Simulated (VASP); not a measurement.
Band structure of MgO (rock salt). All values below come from HSEsol screened hybrid, VASP's PBE PAW potentials (set 64) (plane waves; VASP 6.6.1).

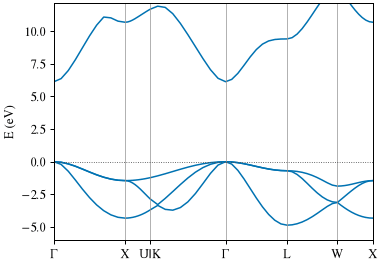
Fig. 1. Bands along high-symmetry lines, zero at the valence-band maximum or, without a gap, the Fermi level

Read the plot: is there a gap, and where are the band edges?

The gap is direct, 6.13 eV, from the valence maximum at Γ to the conduction minimum at Γ.

Measured: gap 8.36 eV (computed value off by -2.23 eV), as given by Wei Chen et al., Physical Review Materials (2018), doi:10.1103/physrevmaterials.2.073803 [zero-point renormalisation of 0.53 eV added back (the table's ZPR column)].

The compound is MgO in the rock salt structure. It was relaxed first. The cell's shape comes from a PBE relaxation.
